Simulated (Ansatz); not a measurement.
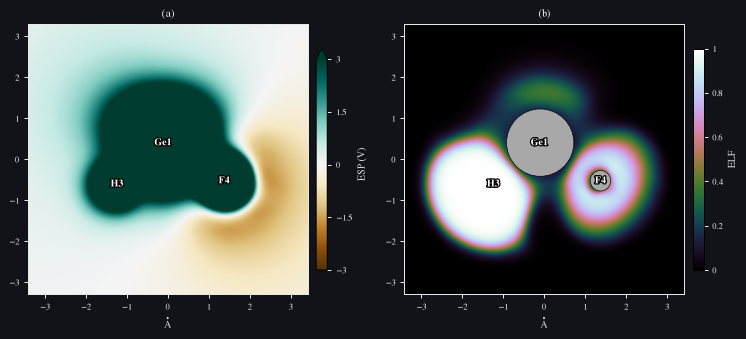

*FGeH₃. (a) electrostatic potential; (b) electron localisation function on the plane of atoms H3, Ge1 and F4. Grey discs cover the atomic cores in the ELF map.*

All numbers below come from RKS CAM-B3LYP/def2-SVP in Ansatz 0.2.0.

Input

```
crystal:
  periodic: [false, false, false]
  atoms:
    - { symbol: Ge, position_ang: [0.172187, -0.065658, 0.121831] }
    - { symbol: H, position_ang: [0.574026, 0.027615, 1.588617] }
    - { symbol: H, position_ang: [1.689058, 0.027647, 0.012112] }
    - { symbol: F, position_ang: [-0.62459, 1.374935, -0.441538] }
    - { symbol: H, position_ang: [-0.59608, -1.258439, -0.421522] }
basis:
  gaussian: { orbitals: def2-SVP }
hamiltonian:
  xc: cam_b3lyp
relax:
  f_tol: 0.03
  max_steps: 50
output:
  orbitals: {}
```

Launched as:

```sh
ansatz run input.yaml --threads 1 --pin off --max-ram 2048MiB --backend cpu --events-out ev --progress --plain --runs-dir out
```

The fields are those of the run's last geometry, not of the input's.

**Read the bonding off the picture.**

Atoms in the plane: Ge, H and F.
Ge–F (1.74 Å): the ELF peaks at about 0.80 in the valence shell of F, 0.5 Å from its nucleus, and is about 0.25 at the midpoint.
Ge–H (1.53 Å): the ELF climbs to about 1 towards the hydrogen.
The ELF also peaks beside F4, away from the bonds: lone-pair regions.
Outside the dense part of the molecule the potential is most negative (−1.6 V) near F4.
